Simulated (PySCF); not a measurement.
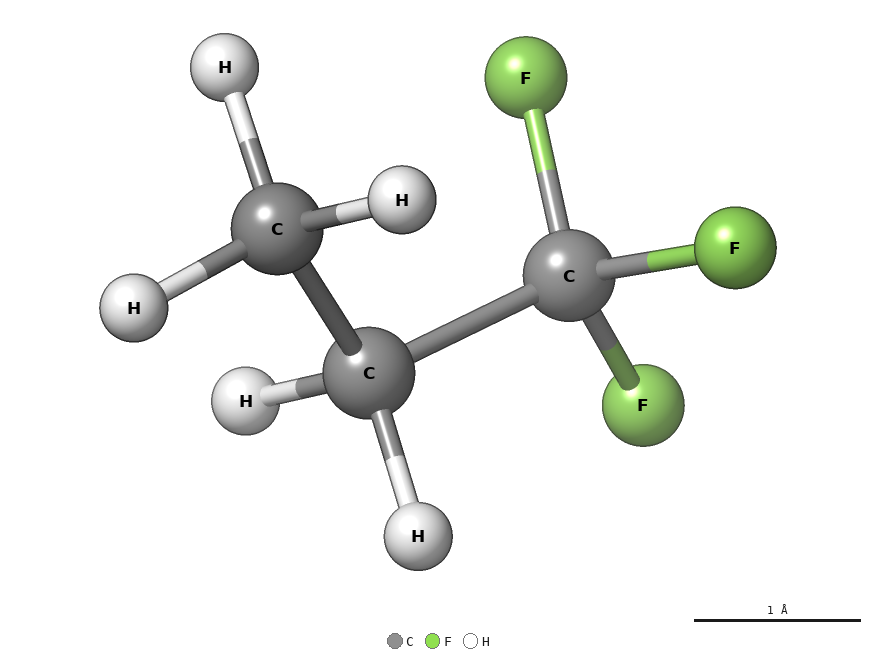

The picture shows a molecular structure as a ball-and-stick model.

The computed structure is the end point of a PBE0-D3(BJ)/def2-SVP optimisation. No frequency run is at hand to confirm it as a minimum.

What does the picture show?

Formula C3H5F3. Its SMILES string is `CCC(F)(F)F`. It has no ring. Among its groups: C–F bond. Coordination: 3 C tetrahedral.

More results for the same structure follow; atom numbers are the same in all pictures, views and colours differ.

Geometry

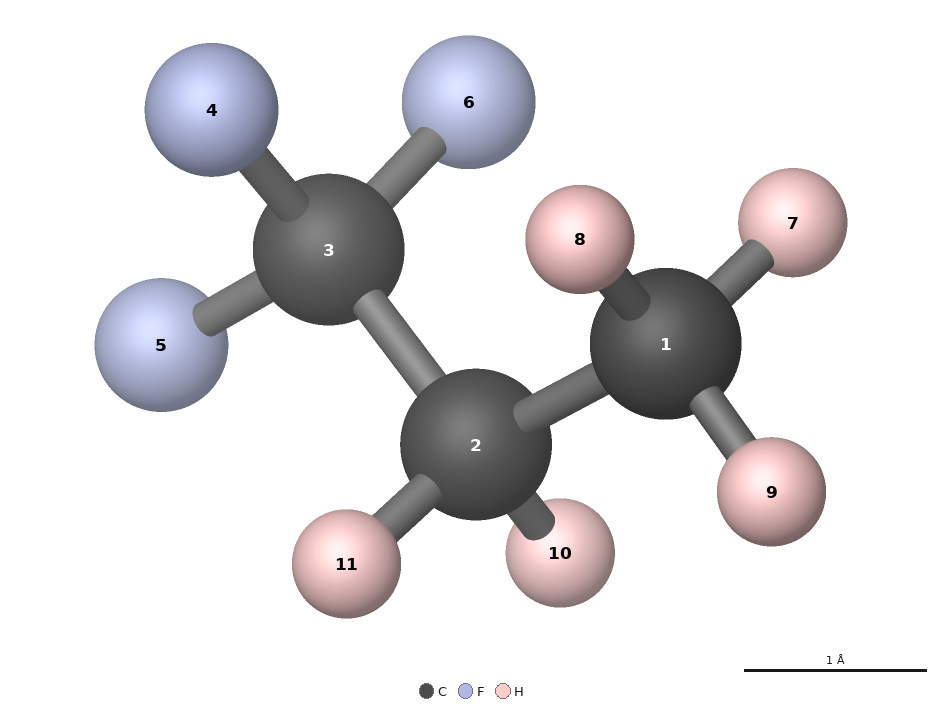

No frequency run is at hand to confirm it as a minimum.

List the bonds and their lengths.

```
  bond  length (Å)   order
 C1–C2       1.518  single
 C1–H7       1.100  single
 C1–H8       1.100  single
 C1–H9       1.099  single
 C2–C3       1.505  single
C2–H10       1.101  single
C2–H11       1.101  single
 C3–F4       1.339  single
 C3–F5       1.337  single
 C3–F6       1.339  single
```

Electronic properties

No frequency run is at hand to confirm it as a minimum. Method: CAM-B3LYP/def2-SVPD, gas phase (PySCF 2.14.0). Excitations: vertical, linear response.

**Give the lowest vertical singlet excitation at this level.**

9.80 eV.

**Give the brightest of the 10 lowest singlets at this level.**

11.41 eV.

**Give the mean static polarisability at this level.**

40.8 bohr³.

**What is the dipole moment?**

2.47 D.

NMR shielding

The questions are on isotropic NMR shieldings of the H atoms. No frequency run is at hand to confirm it as a minimum. Properties computed with GIAO PBE0/pcSseg-1 NMR shielding, non-relativistic, gas phase (PySCF 2.14.0).

**Which H atom is the most shielded (lowest chemical shift)?**

H9 (30.28 ppm).

**Which H atom is the least shielded (highest chemical shift)?**

H10, H11 (29.48 ppm).

**How wide is the range of H shifts?**

0.80 ppm.

Give the isotropic NMR shieldings of the H atoms atom by atom.

```json
{"atom": "H7", "σ (ppm)": "30.08"}
{"atom": "H8", "σ (ppm)": "30.06"}
{"atom": "H9", "σ (ppm)": "30.28"}
{"atom": "H10", "σ (ppm)": "29.48"}
{"atom": "H11", "σ (ppm)": "29.48"}
```

Charges

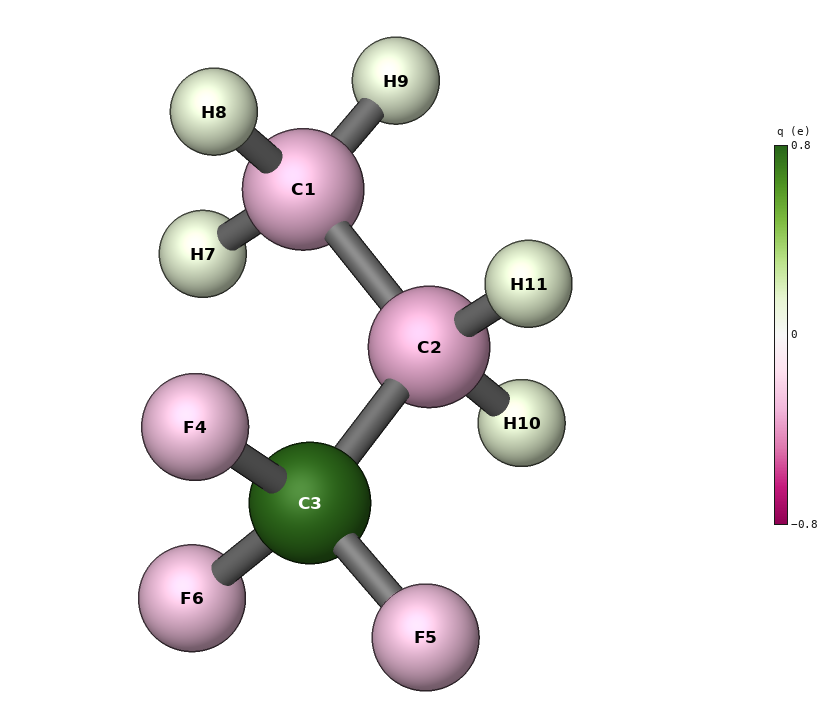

Atoms are coloured by their Mulliken charges. No frequency run is at hand to confirm it as a minimum. Method: PBE0/pcSseg-1, gas phase (PySCF 2.14.0).

**Which atom carries the highest charge (most positive or least negative)?**

C3 (0.77 e).

**And the lowest?**

C2 (−0.33 e).

Give the Mulliken charges atom by atom.

| atom | value (e) |
| --- | --- |
| C1 | −0.31 |
| C2 | −0.33 |
| C3 | 0.77 |
| F4 | −0.27 |
| F5 | −0.27 |
| F6 | −0.27 |
| H7 | 0.13 |
| H8 | 0.13 |
| H9 | 0.13 |
| H10 | 0.15 |
| H11 | 0.15 |

Mulliken values depend strongly on the basis set and can even reverse the polarity of a bond.
